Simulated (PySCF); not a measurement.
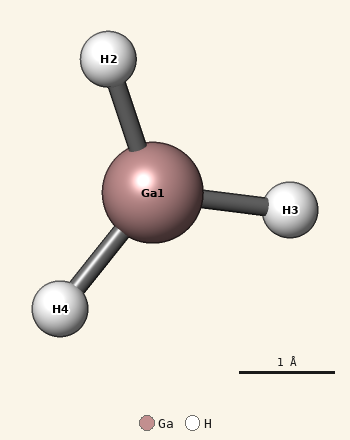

*The structure as given in the input (ball-and-stick view, seen at an oblique angle; atoms are numbered from 1 in the order of the input). Sticks mark near contacts.*

# Stability calculation of GaH3

GaH3, SMILES [H][Ga]([H])[H], computed with HF/def2-TZVP, RHF, dispersion D3(BJ) (PySCF 2.14.0).

The geometry comes from this level: GFN2-xTB.

The program's output:
```
converged SCF energy = -1924.97611215363
E = -1924.9761121536 Eh
<class 'pyscf.scf.hf.RHF'> wavefunction is stable in the internal stability analysis
<class 'pyscf.scf.hf.RHF'> wavefunction is stable in the real -> complex stability analysis
<class 'pyscf.scf.hf.RHF'> wavefunction is stable in the RHF/RKS -> UHF/UKS stability analysis
stable: internal True external True
```

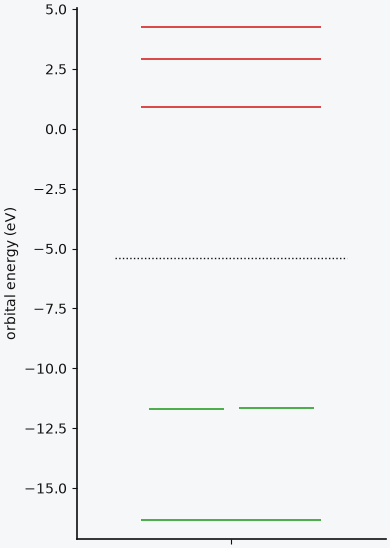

*Orbital energies near the frontier; the dotted line parts filled from empty levels, and levels within 0.02 eV of each other stand side by side.*

Highest filled −11.68 eV, lowest empty 0.90 eV, 12.58 eV apart.

This output came from the following input.

Input file (calc.py):
```python
from pyscf import gto

mol = gto.M(
    atom='''
Ga    -0.000302     0.000113     0.002419
H      2.959481    -0.055067     0.025266
H     -1.432072     2.590833    -0.035187
H     -1.527107    -2.535880     0.007502
''',
    cart=True,
    basis='def2-tzvp',
    unit='bohr',
    verbose=3,
    max_memory=1860,
    spin=0,
    charge=0,
)

mf = mol.RHF()
mf.disp = 'd3bj'
mf.conv_tol = 1e-11
mf.kernel()

energy = mf.e_tot
print('E = %.10f Eh' % energy)
mo_i, mo_e, stable_i, stable_e = mf.stability(internal=True, external=True, return_status=True)
print('stable: internal', stable_i, 'external', stable_e)
```

Run as:
```bash
OMP_NUM_THREADS=1 python calc.py
```

Summary:

```tsv
quantity	value
outcome	converged
total energy	−1924.976112 hartree
dispersion energy	−0.011600 hartree
basis functions	73
SCF solution under orbital rotations	stable
HOMO	−11.68 eV
LUMO	0.90 eV
dipole moment	0.01 D
hardware	1 thread of Arm Neoverse V1, 24 GiB of memory available, shared host
wall time	3.3 s
peak memory	0.15 GiB
```

Settings chosen away from the usual ones: tied set to false; conv set to 1e-11; cart set to true; basis set to def2-TZVP (from aug-pcseg-1).
